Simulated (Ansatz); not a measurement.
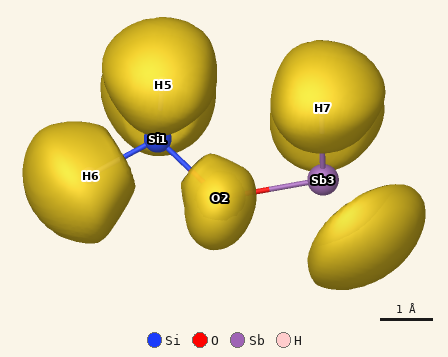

The picture shows: H$_{5}$OSbSi (SMILES [SiH3][O][SbH2]). Isosurface of the electron localisation function at 0.75 (yellow), seen from one side. Only the valence region is drawn (cores and ρ < 0.01 e/Å³ removed).

Core potentials replace the inner electrons of Sb.

Method: Ansatz 0.2.0, RKS PBE-D4/def2-SVP.

Input file:

```
crystal:
  periodic: [false, false, false]
  atoms:
    - { symbol: Si, position_ang: [-0.83114, 1.01115, -0.39192] }
    - { symbol: O, position_ang: [0.47343, 0.27405, 0.20872] }
    - { symbol: Sb, position_ang: [1.41887, -1.41213, -0.16584] }
    - { symbol: H, position_ang: [-1.99814, 0.12644, -0.34471] }
    - { symbol: H, position_ang: [-0.59038, 1.38868, -1.78842] }
    - { symbol: H, position_ang: [-0.94326, 2.15611, 0.50185] }
    - { symbol: H, position_ang: [2.59787, -0.50833, -0.98811] }
    - { symbol: H, position_ang: [0.6075, -1.59679, -1.65578] }
basis:
  gaussian: { orbitals: def2-SVP }
hamiltonian:
  xc: pbe
  dispersion: d4
relax:
  f_tol: 0.015
  max_steps: 40
output:
  orbitals: {}
```

Launched as:

```sh
ansatz run input.yaml --threads 1 --pin off --max-ram 2048MiB --backend cpu --events-out ev --progress --plain --runs-dir out
```

The fields are those of the relaxed geometry.

### Identify the bonds, lone pairs and shells in this picture.

The surface consists of five regions around hydrogen nuclei, one region on O in which the atom's valence shell and bonds are merged and one lobe on Sb, pointing away from the bonds (lone pairs).

Values along the shortest contacts:
Si–O (1.68 Å): the ELF peaks at about 0.85 between the atoms (a polar covalent bond). Sb–O (2.02 Å): the ELF peaks at about 0.80 in the valence shell of O, 0.6 Å from its nucleus, and drops to about 0.15 between the two atoms.
